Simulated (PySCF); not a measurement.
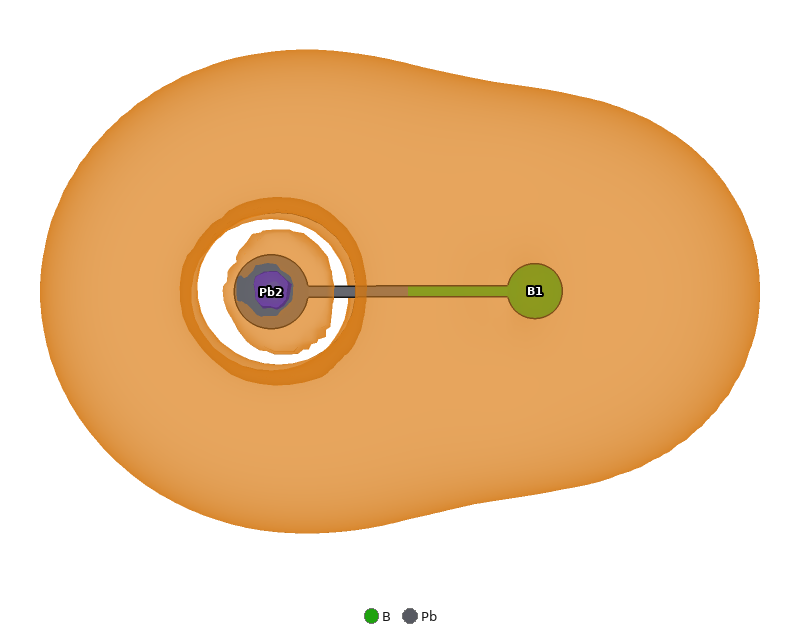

Figure 1: BPb (charge −1, triplet). Isosurfaces of the spin density (α minus β) at +0.015 (orange) and −0.015 e/Å³ (purple), seen from one side.

Core potentials replace the inner electrons of Pb.

Level of theory: PBE0/aug-cc-pVDZ(-PP), non-relativistic Hamiltonian with scalar-relativistic core potentials where named, at a bond length of 2.203 Å in PySCF 2.14.0.

### Describe the spin distribution.

The unpaired spin (2 electrons) lies mostly on B1 (about 1.1) and Pb2 (about 0.9), in electrons by Hirshfeld's partition.
